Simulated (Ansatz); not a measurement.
# FH4NSiZn: up Jacob's ladder to CCSD(T)

How much do the methods differ for FH4NSiZn? The plan is to run it at one geometry with functionals of several rungs and with coupled cluster. The yardstick is the atomisation energy at the CCSD(T) limit.

The runs use Ansatz 0.2.0, Gaussian basis; functionals in def2-TZVPP, the program's frozen cores in correlated methods.

Plan: LDA (SPW92), PBE-D4, revPBE-D4, BLYP-D4, r2SCAN-D4, B97M-V, PBE0-D4, B3LYP-D4, r2SCANh-D4, r2SCAN0-D4, HSE06-D4, BHLYP-D4, CAM-B3LYP-D4, LC-ωPBE, ωB97X-V, ωB97M-V, B2PLYP, PBE-QIDH; CCSD(T)/def2-SVP; CCSD(T)/def2-TZVPP; MP2/def2-QZVPP; extrapolation to the limit; RPA on PBE.

### 1 The relaxed structure

An earlier PBE0-D4 in a triple-zeta def2 set relaxation fixed the geometry.

SMILES `[NH2][Zn][SiH2]F`, 8 atoms, charge 0, spin multiplicity 1.

Atoms are counted from 1 here; the program's logs count them from 0.

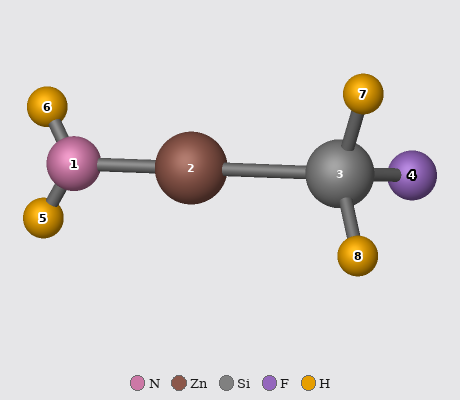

The geometry (nitrogen pink, zinc brown, silicon grey, fluorine purple, hydrogen amber); atoms are numbered from 1 in the order of the file.

### 2 LDA

This LDA is Slater exchange with PW92 correlation.

in.yaml

```yaml
crystal:
  periodic: [false, false, false]
  atoms:
    - {symbol: N, position_ang: [-1.000890, 2.160603, -0.287559]}
    - {symbol: Zn, position_ang: [-0.242455, 0.522322, -0.071042]}
    - {symbol: Si, position_ang: [0.759027, -1.569529, 0.356408]}
    - {symbol: F, position_ang: [0.835897, -2.429531, -1.007862]}
    - {symbol: H, position_ang: [-1.992517, 2.264855, -0.439269]}
    - {symbol: H, position_ang: [-0.514507, 2.906377, -0.761337]}
    - {symbol: H, position_ang: [2.153354, -1.459934, 0.871156]}
    - {symbol: H, position_ang: [0.002080, -2.395153, 1.339505]}
basis:
  gaussian: {orbitals: def2-TZVPP}
hamiltonian: {xc: lda}
output: {orbitals: {seedname: orbitals}}
```

Started as:

```
$ ansatz run in.yaml --threads 4 --pin off --events-out ev --progress --plain --max-ram 10444MiB
```

The program printed:

```text
Functional definition: SPW92
  name "SPW92"
  cite "Dirac, Proc. Camb. Phil. Soc. 26, 376 (1930) doi:10.1017/S0305004100016108"
  cite "Slater, Phys. Rev. 81, 385 (1951) doi:10.1103/PhysRev.81.385"
  cite "Perdew & Wang, Phys. Rev. B 45, 13244 (1992) doi:10.1103/PhysRevB.45.13244"
  exchange = slater_x
  correlation = pw_c
1334 factors; their error is unknown
mean field evaluation 1: about -60416.5725 eV, gradient 1.1e2 eV
mean field evaluation 2: about -60317.3135 eV, gradient 2.4e2 eV
mean field evaluation 4: about -60430.7676 eV, gradient 3.6e1 eV
mean field evaluation 8: about -60433.2538 eV, gradient 1.7e-1 eV
mean field evaluation 16: about -60433.2284 eV, gradient 9.4e-5 eV
mean field -60433.22837252 eV, -2220.8801795768 hartree, gradient 3.7e-5 eV, S^2 0.000000; 0 other end points of the search recorded, 0 dependent functions left out
reference -60433.22841476 eV, -2220.8801811289 hartree; 32, 32 occupied and 192, 192 virtual orbitals, 1334 factors
Total energy: -60433.22841476 eV, -2220.8801811289 hartree
```

It took 0.95 s on 4 threads of Arm Neoverse V2, shared host; peak memory 0.28 GiB.

Atomisation energy: 647.2 kcal/mol (free atoms -60405.163 eV, run apart). HOMO -5.77 eV, LUMO -2.04 eV.

### 3 PBE-D4 (GGA)

Changes to in.yaml since step 2:

```diff
@@ -13,3 +13,3 @@
   gaussian: {orbitals: def2-TZVPP}
-hamiltonian: {xc: lda}
-output: {orbitals: {seedname: orbitals}}
+hamiltonian: {xc: pbe, dispersion: d4}
+output: {forces: true, orbitals: {seedname: orbitals}}
```

Launched as before.

The program printed (excerpt; [...] marks lines left out):

```text
Functional definition: PBE
  name "PBE"
  cite "Perdew, Burke & Ernzerhof, Phys. Rev. Lett. 77, 3865 (1996) doi:10.1103/PhysRevLett.77.3865"
  parent pbe
[...]
1334 factors; their error is unknown
[...]
mean field -60557.73463285 eV, -2225.4557002506 hartree, gradient 5.5e-5 eV, S^2 0.000000; 0 other end points of the search recorded, 0 dependent functions left out
[...]
reference -60557.73467769 eV, -2225.4557018984 hartree; 32, 32 occupied and 192, 192 virtual orbitals, 1334 factors
Total energy: -60557.86262124 eV, -2225.4604037369 hartree
Atom 0 at    -1.000890     2.160603    -0.287559 Å, force     0.114485    -0.161328     0.202417 eV/Å
Atom 1 at    -0.242455     0.522322    -0.071042 Å, force     0.083399    -0.179341     0.029031 eV/Å
Atom 2 at     0.759027    -1.569529     0.356408 Å, force    -0.101089     0.378408     0.287034 eV/Å
Atom 3 at     0.835897    -2.429531    -1.007862 Å, force     0.021253    -0.291492    -0.483678 eV/Å
Atom 4 at    -1.992517     2.264855    -0.439269 Å, force    -0.343605     0.034429    -0.051977 eV/Å
Atom 5 at    -0.514507     2.906377    -0.761337 Å, force     0.169750     0.257516    -0.163811 eV/Å
Atom 6 at     2.153354    -1.459934     0.871156 Å, force     0.151758     0.034398     0.063652 eV/Å
Atom 7 at     0.002080    -2.395153     1.339505 Å, force    -0.095950    -0.072591     0.117333 eV/Å
Dipole moment:    -0.114980     0.284039     0.039071 e Å
```

Wall time 1.8 s (4 threads of Arm Neoverse V2, shared host); peak memory 0.29 GiB.

Atomisation energy: 569.7 kcal/mol (free atoms -60533.157 eV, run apart). HOMO -5.57 eV, LUMO -1.81 eV.

### 4 revPBE-D4 (GGA)

Changes to in.yaml since step 3:

```diff
@@ -13,3 +13,3 @@
   gaussian: {orbitals: def2-TZVPP}
-hamiltonian: {xc: pbe, dispersion: d4}
-output: {forces: true, orbitals: {seedname: orbitals}}
+hamiltonian: {xc: {name: revPBE}, dispersion: d4}
+output: {orbitals: {seedname: orbitals}}
```

Same command.

The program printed:

```text
Functional definition: revPBE
  name "revPBE"
  cite "Zhang & Yang, Phys. Rev. Lett. 80, 890 (1998) doi:10.1103/PhysRevLett.80.890"
  cite "Perdew, Burke & Ernzerhof, Phys. Rev. Lett. 77, 3865 (1996) doi:10.1103/PhysRevLett.77.3865"
  parameter kappa = 1.245
  parameter beta = 0.06672455060314922
  exchange = pbe_x(kappa = kappa, mu = beta*pi^2/3)
  correlation = pbe_c(beta = beta)
1334 factors; their error is unknown
mean field evaluation 1: about -60551.5393 eV, gradient 1.0e2 eV
mean field evaluation 2: about -60459.5133 eV, gradient 2.3e2 eV
mean field evaluation 4: about -60565.3608 eV, gradient 3.3e1 eV
mean field evaluation 8: about -60567.2312 eV, gradient 5.1e-1 eV
mean field evaluation 16: about -60567.2061 eV, gradient 2.2e-4 eV
mean field -60567.20608347 eV, -2225.8037696407 hartree, gradient 3.6e-5 eV, S^2 0.000000; 0 other end points of the search recorded, 0 dependent functions left out
reference -60567.20613928 eV, -2225.8037716919 hartree; 32, 32 occupied and 192, 192 virtual orbitals, 1334 factors
Total energy: -60567.57045939 eV, -2225.8171602088 hartree
```

Run time: 1.6 s. Hardware: 4 threads of Arm Neoverse V2, shared host; peak memory 0.29 GiB.

Atomisation energy: 553.7 kcal/mol (free atoms -60543.561 eV, run apart). HOMO -5.49 eV, LUMO -1.71 eV.

### 5 BLYP-D4 (GGA)

Changes to in.yaml since step 4:

```diff
@@ -13,3 +13,3 @@
   gaussian: {orbitals: def2-TZVPP}
-hamiltonian: {xc: {name: revPBE}, dispersion: d4}
+hamiltonian: {xc: {name: BLYP}, dispersion: d4}
 output: {orbitals: {seedname: orbitals}}
```

Same command.

The program printed:

```text
Functional definition: BLYP
  name "BLYP"
  cite "Becke, Phys. Rev. A 38, 3098 (1988) doi:10.1103/PhysRevA.38.3098"
  cite "Lee, Yang & Parr, Phys. Rev. B 37, 785 (1988) doi:10.1103/PhysRevB.37.785"
  parameter beta = 0.0042
  parameter a = 0.04918
  parameter b = 0.132
  parameter c = 0.2533
  parameter d = 0.349
  exchange = b88_x(beta = beta)
  correlation = lyp_c(a = a, b = b, c = c, d = d)
1334 factors; their error is unknown
mean field evaluation 1: about -60557.5490 eV, gradient 1.1e2 eV
mean field evaluation 2: about -60454.1443 eV, gradient 2.4e2 eV
mean field evaluation 4: about -60572.9204 eV, gradient 3.5e1 eV
mean field evaluation 8: about -60575.1602 eV, gradient 1.5e-1 eV
mean field evaluation 16: about -60575.1345 eV, gradient 1.4e-4 eV
mean field -60575.13452239 eV, -2226.0951343969 hartree, gradient 6.3e-5 eV, S^2 0.000000; 0 other end points of the search recorded, 0 dependent functions left out
reference -60575.13487124 eV, -2226.0951472168 hartree; 32, 32 occupied and 192, 192 virtual orbitals, 1334 factors
Total energy: -60575.41294533 eV, -2226.1053662513 hartree
```

Wall time 1.6 s (4 threads of Arm Neoverse V2, shared host); peak memory 0.29 GiB.

With the free atoms at this level, -60551.073 eV in sum, the atomisation energy is 561.3 kcal/mol. HOMO -5.44 eV, LUMO -1.70 eV.

### 6 r2SCAN-D4 (meta-GGA)

Changes to in.yaml since step 5:

```diff
@@ -13,3 +13,3 @@
   gaussian: {orbitals: def2-TZVPP}
-hamiltonian: {xc: {name: BLYP}, dispersion: d4}
-output: {orbitals: {seedname: orbitals}}
+hamiltonian: {xc: r2scan, dispersion: d4}
+output: {forces: true, orbitals: {seedname: orbitals}}
```

Launched as before.

The program printed (excerpt; [...] marks lines left out):

```text
Functional definition: r2SCAN
  name "r2SCAN"
  cite "Furness, Kaplan, Ning, Perdew & Sun, J. Phys. Chem. Lett. 11, 8208 (2020) doi:10.1021/acs.jpclett.0c02405"
  cite "Furness, Kaplan, Ning, Perdew & Sun, J. Phys. Chem. Lett. 11, 9248 (2020) doi:10.1021/acs.jpclett.0c03077"
  parent r2scan
[...]
1334 factors; their error is unknown
[...]
mean field -60570.50060983 eV, -2225.9248412513 hartree, gradient 4.8e-5 eV, S^2 0.000000; 0 other end points of the search recorded, 0 dependent functions left out
[...]
reference -60570.50062407 eV, -2225.9248417748 hartree; 32, 32 occupied and 192, 192 virtual orbitals, 1334 factors
Total energy: -60570.53140263 eV, -2225.9259728657 hartree
Atom 0 at    -1.000890     2.160603    -0.287559 Å, force     0.088681    -0.178612     0.049453 eV/Å
Atom 1 at    -0.242455     0.522322    -0.071042 Å, force     0.022646    -0.043730     0.020484 eV/Å
Atom 2 at     0.759027    -1.569529     0.356408 Å, force    -0.051792     0.121349    -0.000164 eV/Å
Atom 3 at     0.835897    -2.429531    -1.007862 Å, force    -0.003132     0.000987    -0.011623 eV/Å
Atom 4 at    -1.992517     2.264855    -0.439269 Å, force    -0.020846     0.028318    -0.016188 eV/Å
Atom 5 at    -0.514507     2.906377    -0.761337 Å, force    -0.012891     0.032039    -0.017895 eV/Å
Atom 6 at     2.153354    -1.459934     0.871156 Å, force    -0.029613     0.011514    -0.007922 eV/Å
Atom 7 at     0.002080    -2.395153     1.339505 Å, force     0.006947     0.028134    -0.016146 eV/Å
Dipole moment:    -0.111763     0.278748     0.043315 e Å
```

It took 3.8 s on 4 threads of Arm Neoverse V2, shared host; peak memory 0.31 GiB.

With the free atoms at this level, -60545.980 eV in sum, the atomisation energy is 566.2 kcal/mol. HOMO -5.81 eV, LUMO -1.56 eV.

### 7 B97M-V (meta-GGA)

Changes to in.yaml since step 6:

```diff
@@ -13,3 +13,3 @@
   gaussian: {orbitals: def2-TZVPP}
-hamiltonian: {xc: r2scan, dispersion: d4}
-output: {forces: true, orbitals: {seedname: orbitals}}
+hamiltonian: {xc: {name: B97M-V}}
+output: {orbitals: {seedname: orbitals}}
```

The command is unchanged.

The program printed (excerpt; [...] marks lines left out):

```text
Functional definition: B97M-V
  name "B97M-V"
  cite "Mardirossian & Head-Gordon, J. Chem. Phys. 142, 074111 (2015) doi:10.1063/1.4907719"
  cite "Becke, J. Chem. Phys. 107, 8554 (1997) doi:10.1063/1.475007"
  cite "Vydrov & Van Voorhis, J. Chem. Phys. 133, 244103 (2010) doi:10.1063/1.3521275"
  # Of w^i u^j: cxij and so on, Table III.
[...]
  gx(w, u) = cx00 + cx01*u + cx02*u^2 + (cx10 + cx11*u)*w
  gss(w, u) = css00 + css02*u^2 + css10*w + (css32*w^3 + css42*w^4)*u^2
  gos(w, u) = cos00 + cos01*u + cos03*u^3 + cos10*w + cos32*w^3*u^2
[...]
      + integral(e_c_pw_mod_opposite_spin*gos(b97_w_opposite, b97_u_opposite)) + vv10(b, c)
1334 factors; their error is unknown
[...]
mean field -60560.54575547 eV, -2225.5590071011 hartree, gradient 3.1e-5 eV, S^2 0.000000; 0 other end points of the search recorded, 0 dependent functions left out
reference -60560.54582436 eV, -2225.5590096328 hartree; 32, 32 occupied and 192, 192 virtual orbitals, 1334 factors
Total energy: -60560.54582436 eV, -2225.5590096328 hartree
```

It took 7 s on 4 threads of Arm Neoverse V2, shared host; peak memory 0.37 GiB.

Atomisation energy: 562.8 kcal/mol (free atoms -60536.140 eV, run apart). HOMO -5.84 eV, LUMO -1.72 eV.

### 8 PBE0-D4 (hybrid)

Changes to in.yaml since step 7:

```diff
@@ -13,3 +13,3 @@
   gaussian: {orbitals: def2-TZVPP}
-hamiltonian: {xc: {name: B97M-V}}
+hamiltonian: {xc: pbe0, dispersion: d4}
 output: {orbitals: {seedname: orbitals}}
```

Same command.

The program printed:

```text
Functional definition: PBE0
  name "PBE0"
  cite "Adamo & Barone, J. Chem. Phys. 110, 6158 (1999) doi:10.1063/1.478522"
  cite "Perdew, Burke & Ernzerhof, Phys. Rev. Lett. 77, 3865 (1996) doi:10.1103/PhysRevLett.77.3865"
  parent pbe
  parameter a = 0.25
  parameter kappa = 0.804
  parameter beta = 0.06672455060314922
  exchange = (1 - a)*pbe_x(kappa = kappa, mu = beta*pi^2/3) + a*exact_x
  correlation = pbe_c(beta = beta)
1422 factors; their error is unknown
mean field evaluation 1: about -60548.9781 eV, gradient 7.8e1 eV
mean field evaluation 2: about -60507.0003 eV, gradient 1.5e2 eV
mean field evaluation 4: about -60558.7228 eV, gradient 1.3e1 eV
mean field evaluation 8: about -60558.9289 eV, gradient 7.4e-2 eV
mean field -60559.04182688 eV, -2225.5037387448 hartree, gradient 7.5e-5 eV, S^2 0.000000; 0 other end points of the search recorded, 0 dependent functions left out
reference -60559.04186070 eV, -2225.5037399879 hartree; 32, 32 occupied and 192, 192 virtual orbitals, 1422 factors
Total energy: -60559.15050763 eV, -2225.5077326889 hartree
```

Wall time 2.2 s (4 threads of Arm Neoverse V2, shared host); peak memory 0.57 GiB.

With the free atoms at this level, -60534.935 eV in sum, the atomisation energy is 558.4 kcal/mol. HOMO -6.85 eV, LUMO -1.05 eV.

### 9 B3LYP-D4 (hybrid)

B3LYP here takes the VWN-RPA correlation.

Changes to in.yaml since step 8:

```diff
@@ -13,3 +13,3 @@
   gaussian: {orbitals: def2-TZVPP}
-hamiltonian: {xc: pbe0, dispersion: d4}
-output: {orbitals: {seedname: orbitals}}
+hamiltonian: {xc: {name: B3LYP}, dispersion: d4}
+output: {forces: true, orbitals: {seedname: orbitals}}
```

Launched as before.

The program printed (excerpt; [...] marks lines left out):

```text
Functional definition: B3LYP
  name "B3LYP"
  cite "Stephens, Devlin, Chabalowski & Frisch, J. Phys. Chem. 98, 11623 (1994) doi:10.1021/j100096a001"
  cite "Becke, Phys. Rev. A 38, 3098 (1988) doi:10.1103/PhysRevA.38.3098"
  cite "Lee, Yang & Parr, Phys. Rev. B 37, 785 (1988) doi:10.1103/PhysRevB.37.785"
  cite "Vosko, Wilk & Nusair, Can. J. Phys. 58, 1200 (1980) doi:10.1139/p80-159"
[...]
1402 factors; their error is unknown
[...]
mean field -60575.67300971 eV, -2226.1149234411 hartree, gradient 2.3e-5 eV, S^2 0.000000; 0 other end points of the search recorded, 0 dependent functions left out
[...]
reference -60575.67327017 eV, -2226.1149330128 hartree; 32, 32 occupied and 192, 192 virtual orbitals, 1402 factors
Total energy: -60575.88126586 eV, -2226.1225767132 hartree
Atom 0 at    -1.000890     2.160603    -0.287559 Å, force    -0.065077     0.132501    -0.036339 eV/Å
Atom 1 at    -0.242455     0.522322    -0.071042 Å, force     0.077616    -0.167559     0.026114 eV/Å
Atom 2 at     0.759027    -1.569529     0.356408 Å, force     0.052834     0.006375     0.251123 eV/Å
Atom 3 at     0.835897    -2.429531    -1.007862 Å, force     0.004949    -0.090178    -0.156529 eV/Å
Atom 4 at    -1.992517     2.264855    -0.439269 Å, force    -0.013737     0.032727     0.000226 eV/Å
Atom 5 at    -0.514507     2.906377    -0.761337 Å, force    -0.014605     0.032621     0.000433 eV/Å
Atom 6 at     2.153354    -1.459934     0.871156 Å, force    -0.078195     0.001517    -0.029922 eV/Å
Atom 7 at     0.002080    -2.395153     1.339505 Å, force     0.036214     0.051995    -0.055106 eV/Å
Dipole moment:    -0.108325     0.274527     0.050757 e Å
```

It took 3.8 s on 4 threads of Arm Neoverse V2, shared host; peak memory 0.61 GiB.

With the free atoms at this level, -60551.528 eV in sum, the atomisation energy is 561.6 kcal/mol. HOMO -6.62 eV, LUMO -1.26 eV.

### 10 r2SCANh-D4 (hybrid)

Changes to in.yaml since step 9:

```diff
@@ -13,3 +13,3 @@
   gaussian: {orbitals: def2-TZVPP}
-hamiltonian: {xc: {name: B3LYP}, dispersion: d4}
-output: {forces: true, orbitals: {seedname: orbitals}}
+hamiltonian: {xc: {name: r2SCANh}, dispersion: d4}
+output: {orbitals: {seedname: orbitals}}
```

Launched as before.

The program printed (excerpt; [...] marks lines left out):

```text
Functional definition: r2SCANh
  name "r2SCANh"
  cite "Bursch, Neugebauer, Ehlert & Grimme, J. Chem. Phys. 156, 134105 (2022) doi:10.1063/5.0086040"
  cite "Furness, Kaplan, Ning, Perdew & Sun, J. Phys. Chem. Lett. 11, 8208 (2020) doi:10.1021/acs.jpclett.0c02405"
  cite "Furness, Kaplan, Ning, Perdew & Sun, J. Phys. Chem. Lett. 11, 9248 (2020) doi:10.1021/acs.jpclett.0c03077"
  parent r2scan
[...]
1356 factors; their error is unknown
[...]
mean field -60569.76991112 eV, -2225.8979885691 hartree, gradient 2.1e-5 eV, S^2 0.000000; 0 other end points of the search recorded, 0 dependent functions left out
reference -60569.76992421 eV, -2225.8979890501 hartree; 32, 32 occupied and 192, 192 virtual orbitals, 1356 factors
Total energy: -60569.80322618 eV, -2225.8992128749 hartree
```

Wall time 4.2 s (4 threads of Arm Neoverse V2, shared host); peak memory 0.58 GiB.

Atomisation energy: 561.3 kcal/mol (free atoms -60545.465 eV, run apart). HOMO -6.29 eV, LUMO -1.30 eV.

### 11 r2SCAN0-D4 (hybrid)

Changes to in.yaml since step 10:

```diff
@@ -13,3 +13,3 @@
   gaussian: {orbitals: def2-TZVPP}
-hamiltonian: {xc: {name: r2SCANh}, dispersion: d4}
+hamiltonian: {xc: {name: r2SCAN0}, dispersion: d4}
 output: {orbitals: {seedname: orbitals}}
```

Launched as before.

The program printed (excerpt; [...] marks lines left out):

```text
Functional definition: r2SCAN0
  name "r2SCAN0"
  cite "Bursch, Neugebauer, Ehlert & Grimme, J. Chem. Phys. 156, 134105 (2022) doi:10.1063/5.0086040"
  cite "Furness, Kaplan, Ning, Perdew & Sun, J. Phys. Chem. Lett. 11, 8208 (2020) doi:10.1021/acs.jpclett.0c02405"
  cite "Furness, Kaplan, Ning, Perdew & Sun, J. Phys. Chem. Lett. 11, 9248 (2020) doi:10.1021/acs.jpclett.0c03077"
  parent r2scan
[...]
1422 factors; their error is unknown
[...]
mean field -60568.73002867 eV, -2225.8597735938 hartree, gradient 2.0e-5 eV, S^2 0.000000; 0 other end points of the search recorded, 0 dependent functions left out
reference -60568.73004004 eV, -2225.8597740117 hartree; 32, 32 occupied and 192, 192 virtual orbitals, 1422 factors
Total energy: -60568.76703422 eV, -2225.8611335227 hartree
```

It took 4.3 s on 4 threads of Arm Neoverse V2, shared host; peak memory 0.59 GiB.

With the free atoms at this level, -60544.728 eV in sum, the atomisation energy is 554.4 kcal/mol. HOMO -7.03 eV, LUMO -0.91 eV.

### 12 HSE06-D4 (hybrid)

HSE06 is the plane-wave form, built on full-range PBE exchange.

Changes to in.yaml since step 11:

```diff
@@ -13,3 +13,3 @@
   gaussian: {orbitals: def2-TZVPP}
-hamiltonian: {xc: {name: r2SCAN0}, dispersion: d4}
+hamiltonian: {xc: hse06, dispersion: d4}
 output: {orbitals: {seedname: orbitals}}
```

Same command.

The program printed (excerpt; [...] marks lines left out):

```text
Functional definition: HSE06
  name "HSE06"
  cite "Heyd, Scuseria & Ernzerhof, J. Chem. Phys. 118, 8207 (2003) doi:10.1063/1.1564060"
  cite "Krukau, Vydrov, Izmaylov & Scuseria, J. Chem. Phys. 125, 224106 (2006) doi:10.1063/1.2404663"
  cite "Heyd & Scuseria, J. Chem. Phys. 120, 7274 (2004) doi:10.1063/1.1668634"
  cite "Ernzerhof & Perdew, J. Chem. Phys. 109, 3313 (1998) doi:10.1063/1.476928"
  cite "Perdew, Burke & Ernzerhof, Phys. Rev. Lett. 77, 3865 (1996) doi:10.1103/PhysRevLett.77.3865"
  parent pbe
[...]
  # The whole range is PBE's own exchange, as in plane waves. The composition of these papers is wPBEh.
[...]
1422 factors; their error is unknown
99 factors; integrals over basis functions are off by at most 7.1e-7 eV
[...]
mean field -60558.62408932 eV, -2225.4883871727 hartree, gradient 2.7e-5 eV, S^2 0.000000; 0 other end points of the search recorded, 0 dependent functions left out
reference -60558.62413438 eV, -2225.4883888288 hartree; 32, 32 occupied and 192, 192 virtual orbitals, 1422 factors
Total energy: -60558.72636796 eV, -2225.4921458437 hartree
```

Wall time 2.6 s (4 threads of Arm Neoverse V2, shared host); peak memory 0.59 GiB.

Atomisation energy: 558.7 kcal/mol (free atoms -60534.497 eV, run apart). HOMO -6.44 eV, LUMO -1.42 eV.

### 13 BHLYP-D4 (hybrid)

Changes to in.yaml since step 12:

```diff
@@ -13,3 +13,3 @@
   gaussian: {orbitals: def2-TZVPP}
-hamiltonian: {xc: hse06, dispersion: d4}
+hamiltonian: {xc: {name: BHLYP}, dispersion: d4}
 output: {orbitals: {seedname: orbitals}}
```

The command is unchanged.

The program printed:

```text
Functional definition: BHLYP
  name "BHLYP"
  cite "Becke, J. Chem. Phys. 98, 1372 (1993) doi:10.1063/1.464304"
  cite "Becke, Phys. Rev. A 38, 3098 (1988) doi:10.1103/PhysRevA.38.3098"
  cite "Lee, Yang & Parr, Phys. Rev. B 37, 785 (1988) doi:10.1103/PhysRevB.37.785"
  parameter a = 0.5
  exchange = (1 - a)*b88_x + a*exact_x
  correlation = lyp_c
1530 factors; their error is unknown
mean field evaluation 1: about -60562.7056 eV, gradient 6.6e1 eV
mean field evaluation 2: about -60551.3776 eV, gradient 9.7e1 eV
mean field evaluation 4: about -60570.2307 eV, gradient 5.4e0 eV
mean field evaluation 8: about -60570.2661 eV, gradient 1.7e-1 eV
mean field evaluation 16: about -60570.5171 eV, gradient 9.1e-5 eV
mean field -60570.51710338 eV, -2225.9254473781 hartree, gradient 2.2e-5 eV, S^2 0.000000; 0 other end points of the search recorded, 0 dependent functions left out
reference -60570.51728025 eV, -2225.9254538778 hartree; 32, 32 occupied and 192, 192 virtual orbitals, 1530 factors
Total energy: -60570.68952348 eV, -2225.9317837000 hartree
```

It took 2.6 s on 4 threads of Arm Neoverse V2, shared host; peak memory 0.59 GiB.

With the free atoms at this level, -60547.064 eV in sum, the atomisation energy is 544.8 kcal/mol. HOMO -8.07 eV, LUMO -0.30 eV.

(Part 1 of 2 ends here.)
